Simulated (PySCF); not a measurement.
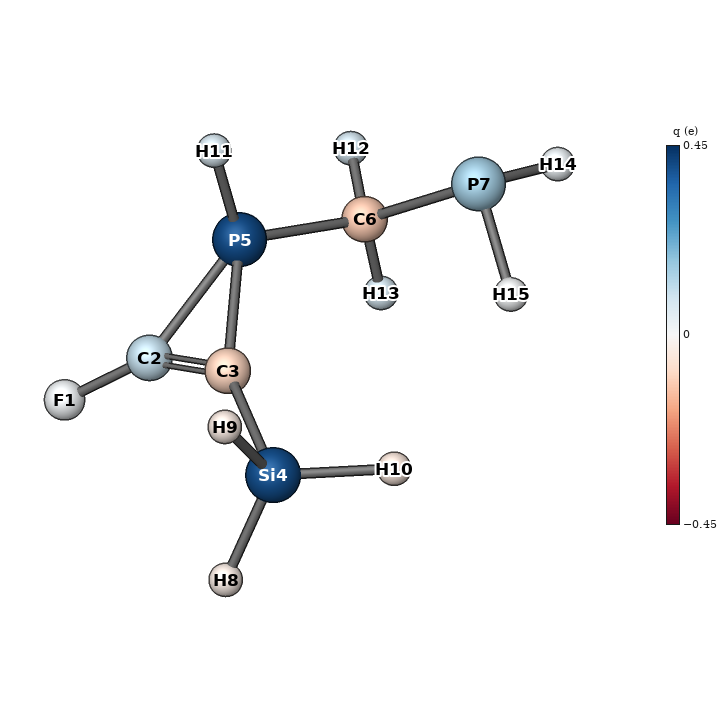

Atoms are coloured by their Hirshfeld charges. Charge +1, singlet. The geometry was computed by an optimisation with GFN2-xTB. No frequency run is at hand to confirm it as a minimum. Level of theory: PBE0/pcSseg-1, gas phase (PySCF 2.14.0).

Give the Hirshfeld charges atom by atom.

| atom | value (e) |
| --- | --- |
| F1 | 0.01 |
| C2 | 0.11 |
| C3 | −0.10 |
| Si4 | 0.40 |
| P5 | 0.40 |
| C6 | −0.12 |
| P7 | 0.15 |
| H8 | −0.03 |
| H9 | −0.04 |
| H10 | −0.05 |
| H11 | 0.07 |
| H12 | 0.08 |
| H13 | 0.08 |
| H14 | 0.03 |
| H15 | 0.01 |

The geometry is semi-empirical. Around P, Si such bond lengths and angles can be off by a tenth of an ångström or more and by several degrees, and values that hang on the shape move with them.
